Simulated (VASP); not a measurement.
Band structure of CaSe (rock salt). These are vdW-DF2, VASP's PBE PAW potentials (set 64) (plane waves; VASP) values and carry that method's errors.

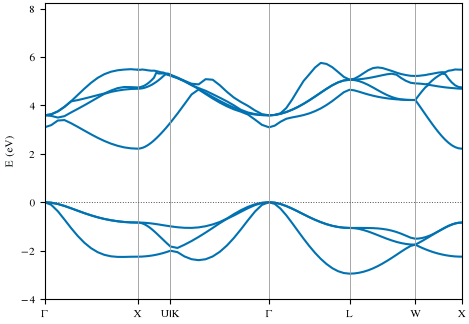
Figure. Bands along high-symmetry lines, zero at the valence-band maximum or, without a gap, the Fermi level

Question: Read the plot: is there a gap, and where are the band edges?

Answer: The gap is indirect, 2.21 eV, from the valence maximum at Γ to the conduction minimum at X. (Edges off the drawn lines would not show.)

Measured: gap 3.85 eV (computed value off by -1.64 eV), as given by Abedi et al., (2022), arXiv:2211.14644.

The compound is CaSe in the rock salt structure. It was relaxed first, which changed the volume by +7 %.
